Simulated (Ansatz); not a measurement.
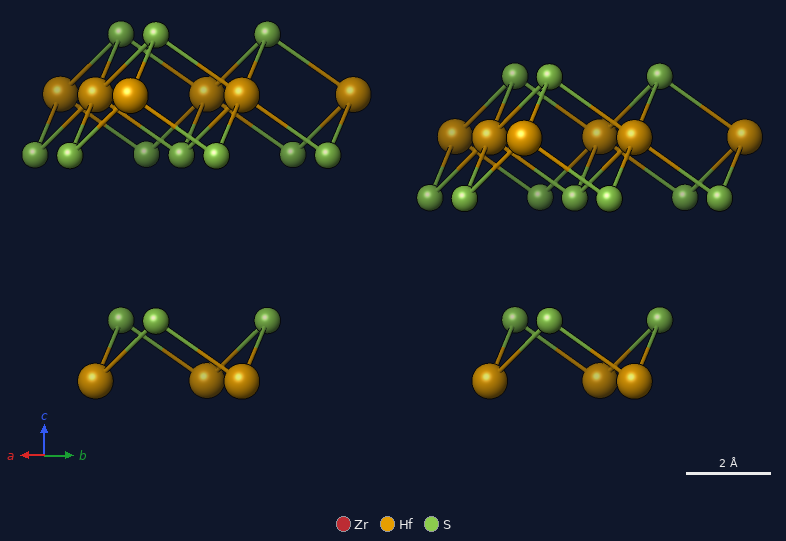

Two geometries of solid Hf$_{3}$ZrS$_{8}$ (a generated structure, set up in P-3m1), drawn at one scale. One is the start of a relaxation, the other its converged end. Style: ball-and-stick. Shown: the atoms within 5.0 Å of the atom that moves most (axes of the cell of the calculation), from a free direction.

Level of theory: Ansatz, DFT PBE, scalar-relativistic, plane waves, PAW. Settings: plane-wave cutoff 420 eV; k-point mesh 12 × 12 × 2; occupations gaussian; smearing width 0.02 eV; no spin polarisation; cell and atoms relaxed; force threshold 0.01 eV/Å; at most 80 steps.

Q: Which one is relaxed?

A: The left one is the relaxed one. The energy falls by 18.4 meV per atom in 8 accepted moves (10 points after the start). The largest force component goes from 0.19 to 0.004 eV/Å. The pressure goes from 2.43 to 0.00 GPa. The SCF was repeated twice at an unchanged geometry on a basis and grid sized afresh for the cell, which shifted the energy by 1.0 meV per atom at most. The largest moves relative to the cell, 0.28 Å, are those of S atoms. Largest moves by element: S 0.28 Å, Hf 0.02 Å. Zr stays in place. Cell: a = b 3.619 → 3.660 Å (+1.1 %), c 23.332 → 27.335 Å (+17.2 %). Volume +19.8 %. Near-neighbour distances that change, for instance: Hf–S 2.545 → 2.559 Å. The space group stays P-3m1 (No. 164).

Limits of the set-up: layers or molecules are held without a dispersion correction, so their spacing is unreliable.
